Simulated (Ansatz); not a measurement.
Relaxed Ga₂O₃ (beta-Ga2O3 type, space group C2/m):

```yaml
crystal:
  lattice:
    - [6.22799, -1.54164, 0.00000]
    - [6.22799, 1.54164, 0.00000]
    - [-1.39171, 0.00000, 5.71014]
  atoms:
    - { symbol: Ga, position: [0.08990, 0.08990, 0.79472] }
    - { symbol: Ga, position: [0.91010, 0.91010, 0.20528] }
    - { symbol: Ga, position: [0.65849, 0.65849, 0.31418] }
    - { symbol: Ga, position: [0.34151, 0.34151, 0.68582] }
    - { symbol: O, position: [0.16348, 0.16348, 0.10915] }
    - { symbol: O, position: [0.83652, 0.83652, 0.89085] }
    - { symbol: O, position: [0.17370, 0.17370, 0.56434] }
    - { symbol: O, position: [0.82630, 0.82630, 0.43566] }
    - { symbol: O, position: [0.49601, 0.49601, 0.25670] }
    - { symbol: O, position: [0.50399, 0.50399, 0.74330] }
```

A phonon eigenvector at Γ is frozen into this cell: atom i moves by Q times the vector below, so Q is the largest atomic displacement, in Å. The cell is held.

```tsv
atom	x	y	z
Ga1	0.085	0.000	0.022
Ga2	-0.085	0.000	-0.022
Ga3	0.033	0.000	0.062
Ga4	-0.033	0.000	-0.062
O5	-0.082	0.000	-0.997
O6	0.082	0.000	0.997
O7	-0.772	0.000	0.586
O8	0.772	0.000	-0.586
O9	-0.385	0.000	-0.104
O10	0.385	0.000	0.104
```

Method: PBE (plane waves to 420 eV, PAW, scalar-relativistic; Ansatz, a program for electronic structure). k mesh 11×11×6 (Γ-centred), Fermi-Dirac smearing 0.05 eV. Energies are smeared free energies. Ga2O3 was relaxed with its symmetry unable to fall. The PAW data are Ansatz's earlier set. ΔE is measured from the undisplaced structure.

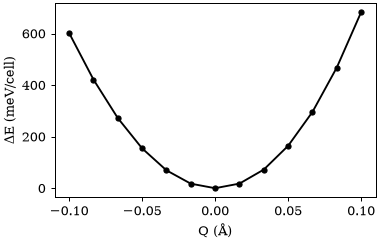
Figure. ΔE (meV/cell) against Q (Å); one marker a computed point.

Problem. Is the energy the same for displacements of ±0.100 Å, and if not, which side lies higher?

Solution. Not even: the positive side lies higher at ±0.100 Å.

Problem. What is the energy change at Q = 0.100 Å?

Solution. About 680 meV/cell.

Problem. What harmonic wavenumber does the curvature at Q = 0 give?

Solution. About 710 cm⁻¹.

(For displaced atoms, the force is minus the slope of the energy, and its curvature is a force constant, which sets phonon frequencies.)
